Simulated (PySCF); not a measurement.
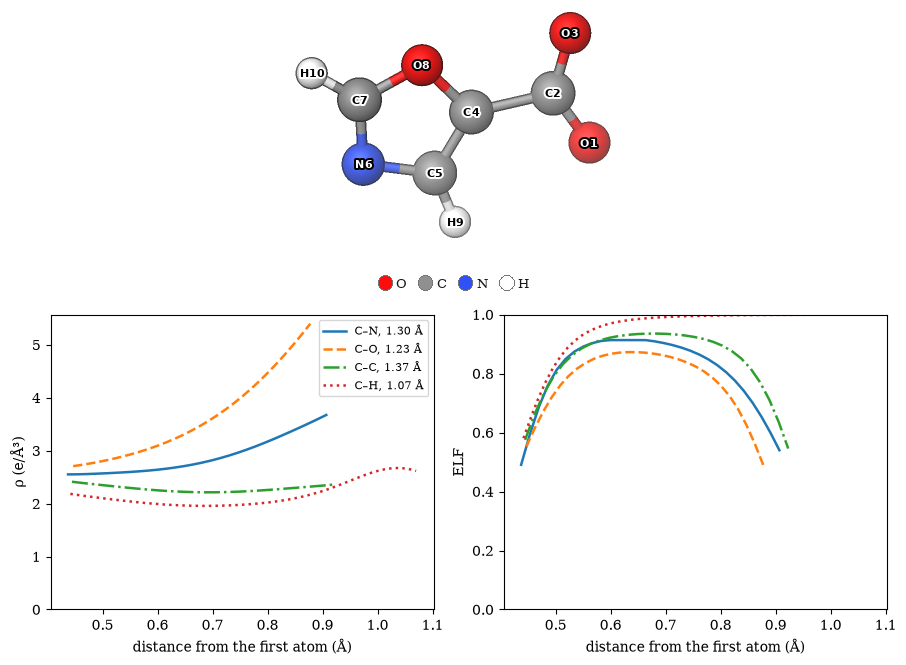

*C₄H₂NO₃ (SMILES O=C([O-])c1cnco1) (charge −1). Electron density and ELF along straight lines between neighbouring atoms. The curves leave out the atomic cores. The structure is drawn too.*

Geometry: GFN2-xTB.

The calculation used PySCF 2.14.0, PBE0/def2-SVPD, SCF density, gas phase.

```csv
atom,x (Å),y (Å),z (Å)
O,2.5399,-0.7085,0.2563
C,1.8977,0.2886,-0.0894
O,2.2712,1.3997,-0.4676
C,0.3507,0.0772,-0.0265
C,-0.3889,-1.0112,0.3437
N,-1.7227,-0.7183,0.2344
C,-1.7390,0.5063,-0.1874
O,-0.5350,1.0491,-0.3667
H,-0.0498,-1.9702,0.6757
H,-2.6152,1.0920,-0.3950
```

What kind of bonding do the profiles show?

C–N (1.30 Å): ρ at the midpoint is about 2.7 e/Å³; the ELF peaks at about 0.90 between the atoms (localised, covalent bonding).
C–O (1.23 Å): the density is about 3.2 e/Å³ at the midpoint; the ELF peaks at about 0.85 between the atoms, as expected for a short, strongly polar bond.
C–C (1.37 Å): ρ is about 2.2 e/Å³ halfway; the ELF peaks at about 0.95 between the atoms, as expected for a covalent bond.
C–H (1.07 Å): ρ is about 2.1 e/Å³ halfway; the ELF climbs to about 1 towards the hydrogen, as it does in any bond to H; a covalent bond by its length.
